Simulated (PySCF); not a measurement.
Vertical excitations of a molecule C₃H₉BO from TDDFT-LC-ωPBE/def2-SVPD run with PySCF 2.14.0, as energy in eV (oscillator strength): 7.12 (0.000), 8.27 (0.025), 8.85 (0.016), 8.91 (0.216), 8.96 (0.001), 9.37 (0.025), 9.60 (0.006), 9.81 (0.022), 10.00 (0.010), 10.04 (0.050). Lowest triplet (TDA): 6.56 eV. The structure is a stationary point at PBE0-D3(BJ)/def2-SVP. Other conformers were not sampled.

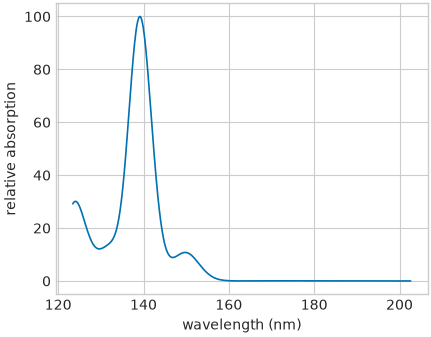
Fig. 1. The lines broadened by 0.4 eV.

Problem. Pick the molecule that these values belong to.
(A) BOC(C)C
(B) CCCBO
(C) COB(C)C
(D) CCBOC

Solution. C, COB(C)C
